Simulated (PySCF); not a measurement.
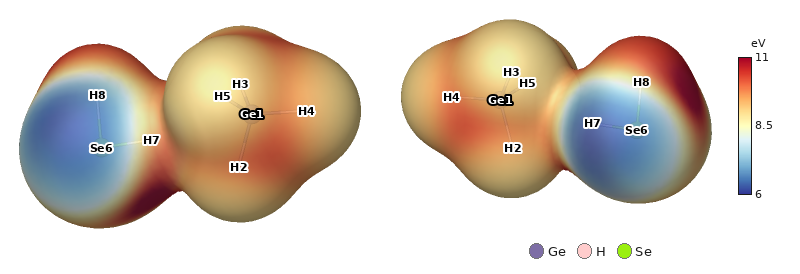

Figure. GeH6Se, SMILES `[GeH4].[SeH2]`. Average local ionisation energy on the surface of electron density 0.001 a.u. (back view left, front view right).

Level of theory: PBE/def2-TZVP (PySCF), at an unrelaxed start geometry of a pair search.

Geometry (Å), atoms numbered from 1:

```
Ge1     -2.2077    0.0006   -0.0003
H2      -1.5042   -1.2721    0.3024
H3      -1.6112    1.0862    0.8193
H4      -3.6486   -0.1351    0.3188
H5      -2.0323    0.3256   -1.4378
Se6      2.2478   -0.0385   -0.0003
H7       0.8104   -0.1156    0.0103
H8       2.2066    1.3987    0.0049
```

Locate the minima of the map.

Answer. The lowest value is 6.3 eV, 2.4 Å from Se6. Further minima include 8.9 eV, 1.5 Å from H5. For comparison, the highest occupied orbital lies at −5.9 eV.

What volume does the surface enclose, and what is the dipole moment?

Answer. About 121 Å³; the dipole moment is 0.9 D.
